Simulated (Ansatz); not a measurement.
AlH₆NOSi (SMILES [OH][AlH][NH][SiH3])

```xyz
10

O    -1.7059    0.4179   -1.3823
Al   -0.3150    1.2164   -0.8397
N     0.7211    0.3453    0.3092
Si    0.5641   -1.2299    1.0002
H    -2.3271    0.7974   -2.0001
H     0.0710    2.6714   -1.3149
H     1.5429    0.8523    0.6129
H    -0.6763   -1.8433    0.4672
H     0.4833   -1.1769    2.4879
H     1.7252   -2.1018    0.6623
```

Geometry: PBE0-D4/def2-TZVP.

Theory: RKS PBE0-D4/def2-TZVPP in Ansatz.

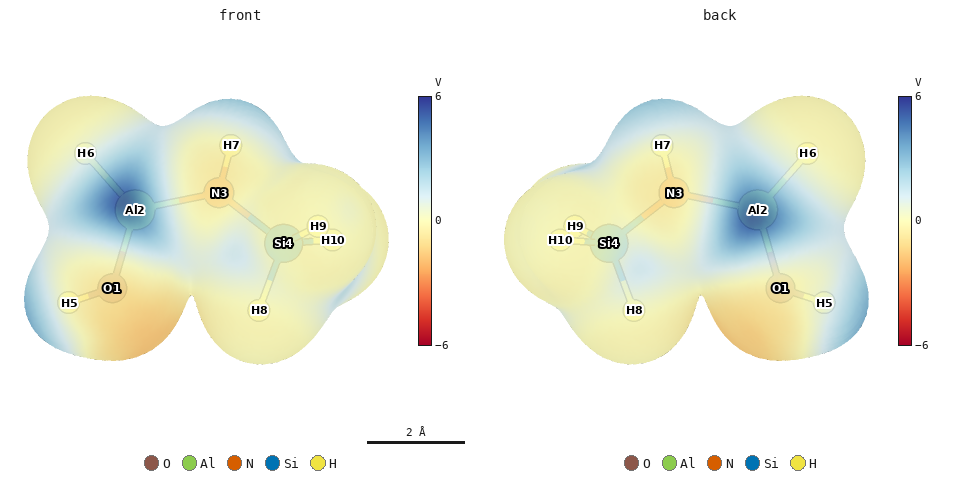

Figure 1. The molecular electrostatic potential painted on the density surface at 0.004 e/bohr³, seen from the front and from behind; the colour scale runs from red (negative) to blue (positive).

Where is the surface potential most negative and most positive?

Answer. The most negative region (about −1.7 V) lies over O1, the most positive (about +4.9 V) over Al2. O1 is the likeliest acceptor of a hydrogen bond.

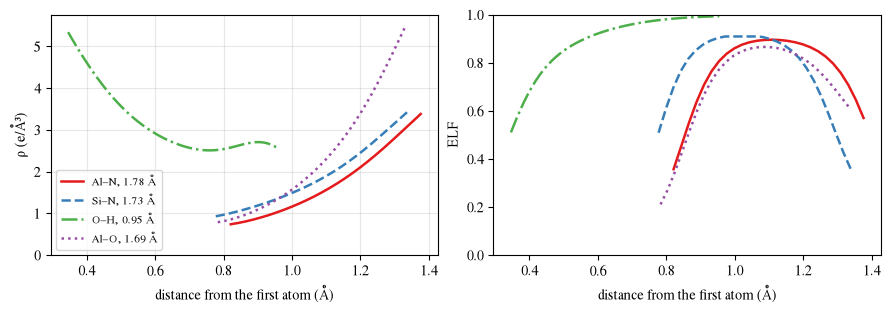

Figure 2. Electron density and ELF along straight lines between neighbouring atoms. The curves leave out the atomic cores.

What can be read from the curves?

Answer. Al–N (1.78 Å): ρ is about 0.85 e/Å³ halfway; the ELF peaks at about 0.90 in the valence shell of N, 0.7 Å from its nucleus, and is about 0.65 at the midpoint.
Si–N (1.73 Å): ρ at the midpoint is about 1.1 e/Å³; the ELF peaks at about 0.90 between the atoms: a shared but strongly polarised pair.
O–H (0.95 Å): ρ at the midpoint is about 3.8 e/Å³; the ELF climbs to about 1 towards the hydrogen, as it does in any bond to H; an ordinary covalent bond to hydrogen.
Al–O (1.69 Å): ρ is about 0.92 e/Å³ halfway; the ELF peaks at about 0.85 in the valence shell of O, 0.6 Å from its nucleus, and is about 0.45 at the midpoint.

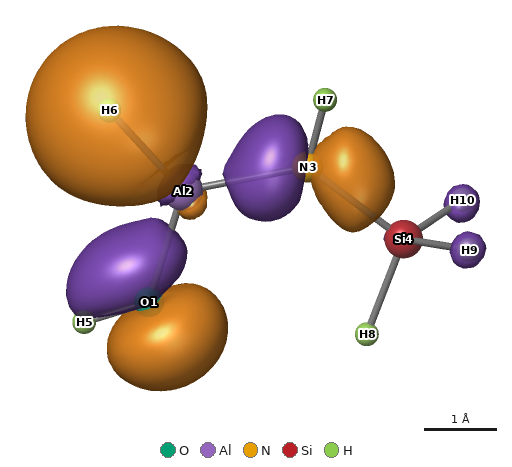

Figure 3. The HOMO−1 at ±0.1 Å⁻³ᐟ² (orange and purple are the two phases), seen at a tilt.

Describe this orbital and give its energy.

Answer. By Hirshfeld shares it lies mainly on H6 (about 35 %), O1 (about 25 %), Al2 (about 25 %) and N3 (about 10 %). Its energy is −8.77 eV.
